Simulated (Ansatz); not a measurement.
# Single-point calculation, with input and output: K8AlTa7O24 (part 1 of 2)

System: K8AlTa7O24 (defect cell, 40 atoms in the cell).
Method: DFT, HSE06, PAW, plane waves (Ansatz 0.2.0).

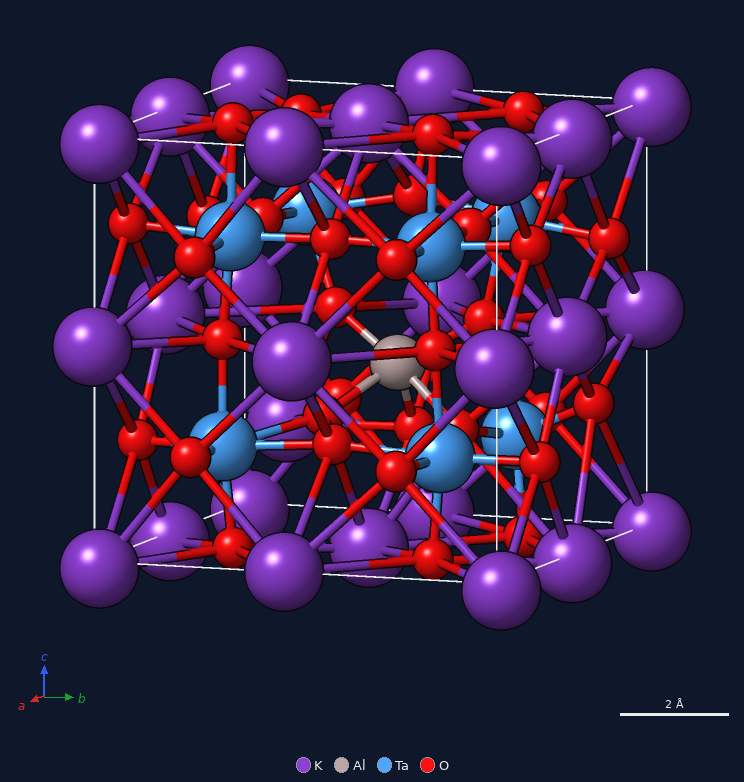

*The structure as given in the input (ball-and-stick view of the cell of the calculation, seen slightly off an axis). An atom can appear more than once, as a periodic image.*

Results in brief:

- outcome: converged
- electrons treated: 310
- free energy: −96028.1659 eV
- Fermi energy: 9.554 eV
- largest force (length of the vector): 0.731 eV/Å
- hardware: 1 × NVIDIA H100 80GB HBM3, 4 threads of AMD EPYC, 41 GiB of memory available, shared host
- wall time: 9.4 s (CPU time 18 s)
- peak memory: 1.8 GiB

Remarks:

Spin–orbit coupling is left out, which matters for Ta. The k-point mesh is coarse for a cell of this size, so the results may not be converged.

The input:
```yaml
crystal:
  lattice:
    - [7.970878, 0.000000, 0.000000]
    - [0.000000, 7.970878, 0.000000]
    - [0.000000, 0.000000, 7.970878]
  atoms:
    - { symbol: K, position: [0.007420, 0.014486, 0.985380] }
    - { symbol: K, position: [0.994253, 0.992393, 0.505068] }
    - { symbol: K, position: [0.008475, 0.474625, 0.001880] }
    - { symbol: K, position: [0.997622, 0.489464, 0.496741] }
    - { symbol: K, position: [0.495340, 0.999094, 0.977630] }
    - { symbol: K, position: [0.500084, 0.989005, 0.511449] }
    - { symbol: K, position: [0.492365, 0.492245, 0.987264] }
    - { symbol: K, position: [0.318070, 0.221888, 0.244447] }
    - { symbol: Al, position: [0.393239, 0.526991, 0.412168] }
    - { symbol: Ta, position: [0.250876, 0.246708, 0.736634] }
    - { symbol: Ta, position: [0.217921, 0.754279, 0.228471] }
    - { symbol: Ta, position: [0.244437, 0.740724, 0.743776] }
    - { symbol: Ta, position: [0.771224, 0.232597, 0.252310] }
    - { symbol: Ta, position: [0.746151, 0.242622, 0.744246] }
    - { symbol: Ta, position: [0.728766, 0.758123, 0.246318] }
    - { symbol: Ta, position: [0.745332, 0.740766, 0.744613] }
    - { symbol: O, position: [0.261748, 0.237307, 0.963181] }
    - { symbol: O, position: [0.325948, 0.347891, 0.523368] }
    - { symbol: O, position: [0.248930, 0.785884, 0.996381] }
    - { symbol: O, position: [0.266677, 0.694921, 0.503853] }
    - { symbol: O, position: [0.745917, 0.249061, 0.010175] }
    - { symbol: O, position: [0.751702, 0.225534, 0.500893] }
    - { symbol: O, position: [0.737105, 0.743137, 0.007475] }
    - { symbol: O, position: [0.750526, 0.753891, 0.501807] }
    - { symbol: O, position: [0.993599, 0.236057, 0.256909] }
    - { symbol: O, position: [0.004119, 0.249790, 0.729805] }
    - { symbol: O, position: [0.977082, 0.740857, 0.247368] }
    - { symbol: O, position: [0.999640, 0.750791, 0.749640] }
    - { symbol: O, position: [0.575049, 0.410728, 0.306061] }
    - { symbol: O, position: [0.513027, 0.236395, 0.754194] }
    - { symbol: O, position: [0.493357, 0.715862, 0.278349] }
    - { symbol: O, position: [0.501261, 0.748631, 0.754209] }
    - { symbol: O, position: [0.246432, 0.959707, 0.317598] }
    - { symbol: O, position: [0.249809, 0.999294, 0.709011] }
    - { symbol: O, position: [0.249442, 0.515331, 0.239605] }
    - { symbol: O, position: [0.240863, 0.509785, 0.783507] }
    - { symbol: O, position: [0.707247, 0.997868, 0.245368] }
    - { symbol: O, position: [0.756766, 0.993732, 0.761946] }
    - { symbol: O, position: [0.733914, 0.493564, 0.264947] }
    - { symbol: O, position: [0.755133, 0.495695, 0.751328] }
  symmetry: { detect: false }
kpoints:
  mp_grid: { grid: [1, 1, 1], shift: [0.25, 0.25, 0.25] }
hamiltonian:
  xc: hse06
scf:
  occupations: { method: fermi_dirac, width: 0.01 }
output:
  forces: true
  eigenvalues: true
  populations: true
  eigenstates: { kpoints: [[0.25, 0.25, 0.25]], e_range: [-6.0, 6.0], localisation: true }
```

Command:
```bash
ansatz run in.yaml --threads 4 --pin off --max-ram 38950MiB --runs-dir r --events-out ev --progress --plain --backend cuda --devices 0, --max-vram 37GiB
```

What the program printed:
```
Pseudopotentials: kind: paw
Functional definition: HSE06
  parameter a = 0.25
  parameter omega = 0.11/bohr
  exchange = pbe_x - a*pbe_x_sr(omega) + a*exact_x_sr(omega)
  correlation = pbe_c
Crystal: 40 atoms, lattice volume = 506.429 Å³
Basis set: ecut = 420 eV, 9843 PW (Γ), exchange–correlation on 108×108×108 points (8 copies of the dense FFT grid, shifted against one another)
Bands: 195, of which v1, the nominal top of the filled ones, is band 155 counted from 1 (154 counted from 0)
Symmetry: 1 space group operations
k-points: 1
Non-local potential: K, projectors of the file, l = 0: 3, l = 1: 2, l = 2: 2
Non-local potential: Al, projectors of the file, l = 0: 2, l = 1: 2, l = 2: 1
Non-local potential: Ta, projectors of the file, l = 0: 3, l = 1: 2, l = 2: 2, l = 3: 1
Non-local potential: O, projectors of the file, l = 0: 2, l = 1: 2, l = 2: 1
PAW form: soft (Blöchl's): semilocal exchange-correlation on the pseudo side does not see the compensation charge
PAW frozen core: K, regenerated for the run's functional, and the local potential with it (the file was generated under x = pbe(κ = 0.804, μ = 0.2195149727645171), c = pbe(β = 0.06672455060314922))
PAW frozen core: Al, regenerated for the run's functional, and the local potential with it (the file was generated under x = pbe(κ = 0.804, μ = 0.2195149727645171), c = pbe(β = 0.06672455060314922))
PAW frozen core: Ta, regenerated for the run's functional, and the local potential with it (the file was generated under x = pbe(κ = 0.804, μ = 0.2195149727645171), c = pbe(β = 0.06672455060314922))
PAW frozen core: O, regenerated for the run's functional, and the local potential with it (the file was generated under x = pbe(κ = 0.804, μ = 0.2195149727645171), c = pbe(β = 0.06672455060314922))
PAW one-centre angular grid: K, 110 points (default); XC on 64 Gauss nodes
PAW one-centre angular grid: Al, 110 points (default); XC on 64 Gauss nodes
PAW one-centre angular grid: Ta, 590 points (default); XC on 64 Gauss nodes
PAW one-centre angular grid: O, 110 points (default); XC on 96 Gauss nodes
Initial density: superposition of atomic densities (neutral atoms: chi_scale 0, normalization atom), corrected by the library's trained network
Initial wavefunctions: pseudopotential atomic-orbital guess
Functional: x = pbe(κ = 0.804, μ = 0.2195149727645171), c = pbe(β = 0.06672455060314922), warm-up for x = pbe(κ = 0.804, μ = 0.2195149727645171) + 0.25 (exact − pbe) at short range (hse, ω = 0.20786987370883472 Å⁻¹), c = pbe(β = 0.06672455060314922); HSE06 as pw.x's `hse` composes it (authors' and Libxc's form: `xc: wpbeh`)
SCF iter   1: F=—  HF=-96020.825171 eV  |F-HF|=—  |Δ(HF+E_count)|=         —  Δρ=4.99e-3  dr2=1.40e-1  ethr=1.77e-3  ⟨swp⟩=17.0  Hψ=946  notcnv=0
preconditioner: auto → none  [insulator: Δε(μ)=3.099 eV  Ē_g=13.470 eV  σ=0.010 eV  W_gap=1.00  n_scr=146 (ndim 8)  ℏωp=25.5 eV  f_vac=0.026  D(μ)=0.00/eV (n_scr^D=0)]
SCF iter   2: F=—  HF=-96020.824092 eV  |F-HF|=—  |Δ(HF+E_count)|=   1.08e-3  Δρ=4.83e-3  dr2=1.27e-1  ethr=4.50e-5  ⟨swp⟩=8.0  Hψ=658  notcnv=0
iter 3 solved again at ethr=2.26e-6 eV; its pass at ethr=4.09e-5 eV (dr2=7.01e-3 eV) is discarded
SCF iter   3: F=—  HF=-96020.799799 eV  |F-HF|=—  |Δ(HF+E_count)|=   2.43e-2  Δρ=1.59e-3  dr2=7.06e-3  ethr=2.26e-6  ⟨swp⟩=5.0  Hψ=917  notcnv=0
SCF iter   4: F=—  HF=-96020.800296 eV  |F-HF|=—  |Δ(HF+E_count)|=   4.97e-4  Δρ=8.24e-4  dr2=2.66e-3  ethr=2.26e-6  ⟨swp⟩=7.0  Hψ=524  notcnv=0
SCF iter   5: F=-96020.800166 eV  HF=-96020.800120 eV  |F-HF|=4.59e-5  |Δ(HF+E_count)|=   1.76e-4  Δρ=2.56e-4  dr2=1.45e-4  ethr=8.57e-7  ⟨swp⟩=6.0  Hψ=437  notcnv=0
SCF 1 stopped early in 5 iterations: F = -96020.800166 eV  dr2 = 1.45e-4
  greatest PAW one-centre occupation: 0.998 electrons in one spin orbital (limit 2), on the Ta atom at site 12 (counted from 0), in its partial waves of l = 0
Initial density: handed on by an earlier stage of this run
Initial wavefunctions: those handed on with the density
Functional: x = pbe(κ = 0.804, μ = 0.2195149727645171) + 0.25 (exact − pbe) at short range (hse, ω = 0.20786987370883472 Å⁻¹), c = pbe(β = 0.06672455060314922); HSE06 as pw.x's `hse` composes it (authors' and Libxc's form: `xc: wpbeh`)
Exchange kernel: α = 0.2500, screened, ω = 0.2079 Å⁻¹, Wigner–Seitz truncation, v(0) = 776.2498 eV·Å³, q-mesh 1×1×1, nearest image of the exchange supercell L = 7.97 Å, pair-density grid 40×40×40, without the augmentation charges, whose exchange is taken in its separable form (sized by the pseudopotential files, 54×54×54 at the most)
Frozen-core exchange: fock
SCF iter   1: F=—  HF=-96028.403157 eV  |F-HF|=—  |Δ(HF+E_count)|=         —  Δρ=1.19e-2  dr2=1.17e0  ethr=4.69e-7  ⟨swp⟩=11.0  Hψ=1119  notcnv=0
preconditioner: auto → none  [insulator: Δε(μ)=4.776 eV  Ē_g=15.798 eV  σ=0.010 eV  W_gap=1.00  n_scr=146 (ndim 8)  ℏωp=25.5 eV  f_vac=0.026  D(μ)=0.00/eV (n_scr^D=0)]
SCF iter   2: F=—  HF=-96028.157513 eV  |F-HF|=—  |Δ(HF+E_count)|=   2.46e-1  Δρ=1.03e-2  dr2=5.13e-1  ethr=4.69e-7  ⟨swp⟩=8.0  Hψ=999  notcnv=0
SCF iter   3: F=—  HF=-96028.053252 eV  |F-HF|=—  |Δ(HF+E_count)|=   1.04e-1  Δρ=2.88e-3  dr2=4.46e-2  ethr=4.69e-7  ⟨swp⟩=6.0  Hψ=888  notcnv=0
SCF iter   4: F=—  HF=-96028.173665 eV  |F-HF|=—  |Δ(HF+E_count)|=   1.20e-1  Δρ=2.24e-3  dr2=2.81e-2  ethr=4.69e-7  ⟨swp⟩=6.0  Hψ=762  notcnv=0
SCF iter   5: F=—  HF=-96028.165909 eV  |F-HF|=—  |Δ(HF+E_count)|=   7.76e-3  Δρ=6.30e-4  dr2=1.73e-3  ethr=4.69e-7  ⟨swp⟩=5.0  Hψ=701  notcnv=0
SCF iter   6: F=—  HF=-96028.167230 eV  |F-HF|=—  |Δ(HF+E_count)|=   1.32e-3  Δρ=4.58e-4  dr2=8.01e-4  ethr=4.69e-7  ⟨swp⟩=6.0  Hψ=539  notcnv=0
SCF iter   7: F=—  HF=-96028.167056 eV  |F-HF|=—  |Δ(HF+E_count)|=   1.74e-4  Δρ=1.24e-4  dr2=7.53e-5  ethr=2.49e-7  ⟨swp⟩=3.0  Hψ=359  notcnv=0
SCF iter   8: F=—  HF=-96028.167173 eV  |F-HF|=—  |Δ(HF+E_count)|=   1.17e-4  Δρ=1.33e-4  dr2=1.03e-4  ethr=1.55e-8  ⟨swp⟩=6.0  Hψ=471  notcnv=0
SCF iter   9: F=-96028.167145 eV  HF=-96028.167152 eV  |F-HF|=7.45e-6  |Δ(HF+E_count)|=   2.03e-5  Δρ=3.85e-5  dr2=1.23e-5  ethr=1.55e-8  ⟨swp⟩=4.0  Hψ=419  notcnv=0
SCF 2 stopped early in 9 iterations: F = -96028.167145 eV  dr2 = 1.23e-5
  Residual-converged pass: ⟨swp⟩=4.0  Hψ=527  notcnv=0  max |occ|·‖R‖ = 5.6e-6 eV (tolerance 6.7e-6 eV)  dr2=1.24e-5  dr2_onsite=4.18e-7  max |Δocc| = 0.0e0
  greatest PAW one-centre occupation: 0.997 electrons in one spin orbital (limit 2), on the Ta atom at site 12 (counted from 0), in its partial waves of l = 0
hybrid outer 1: dexx = +1.328e-1 eV, tail = 9.77e-5 eV
SCF iter   1: F=—  HF=-96028.165943 eV  |F-HF|=—  |Δ(HF+E_count)|=         —  Δρ=3.38e-5  dr2=4.04e-6  ethr=1.58e-7  ⟨swp⟩=8.0  Hψ=535  notcnv=0
preconditioner: auto → none  [insulator: Δε(μ)=4.409 eV  Ē_g=15.613 eV  σ=0.010 eV  W_gap=1.00  n_scr=146 (ndim 8)  ℏωp=25.5 eV  f_vac=0.030  D(μ)=0.00/eV (n_scr^D=0)]
SCF iter   2: F=—  HF=-96028.165943 eV  |F-HF|=—  |Δ(HF+E_count)|=   2.53e-7  Δρ=1.39e-5  dr2=4.54e-7  ethr=9.12e-10  ⟨swp⟩=3.0  Hψ=410  notcnv=0
SCF iter   3: F=—  HF=-96028.165944 eV  |F-HF|=—  |Δ(HF+E_count)|=   1.41e-6  Δρ=9.46e-6  dr2=4.09e-7  ethr=8.58e-11  ⟨swp⟩=8.0  Hψ=572  notcnv=0
SCF iter   4: F=—  HF=-96028.165944 eV  |F-HF|=—  |Δ(HF+E_count)|=   5.79e-8  Δρ=3.78e-6  dr2=9.22e-8  ethr=8.58e-11  ⟨swp⟩=4.0  Hψ=434  notcnv=0
SCF iter   5: F=—  HF=-96028.165944 eV  |F-HF|=—  |Δ(HF+E_count)|=   1.89e-8  Δρ=1.07e-6  dr2=4.99e-9  ethr=2.59e-11  ⟨swp⟩=3.0  Hψ=431  notcnv=0
SCF iter   6: F=—  HF=-96028.165944 eV  |F-HF|=—  |Δ(HF+E_count)|=   1.61e-8  Δρ=1.05e-6  dr2=3.49e-9  ethr=6.31e-12 (applied; sched 1.00e-12)  ⟨swp⟩=5.0  Hψ=446  notcnv=0
SCF iter   7: F=-96028.165944 eV  HF=-96028.165944 eV  |F-HF|=1.46e-10  |Δ(HF+E_count)|=  6.84e-10  Δρ=3.62e-7  dr2=2.74e-10  ethr=4.95e-12 (applied; sched 1.00e-12)  ⟨swp⟩=2.0  Hψ=350  notcnv=0
SCF 3 converged in 7 iterations: F = -96028.165944 eV  dr2 = 2.74e-10
  Residual-converged pass: ⟨swp⟩=3.0  Hψ=417  notcnv=0  max |occ|·‖R‖ = 7.6e-7 eV (tolerance 1.2e-6 eV)  dr2=3.18e-10  dr2_onsite=2.91e-11  max |Δocc| = 0.0e0
```
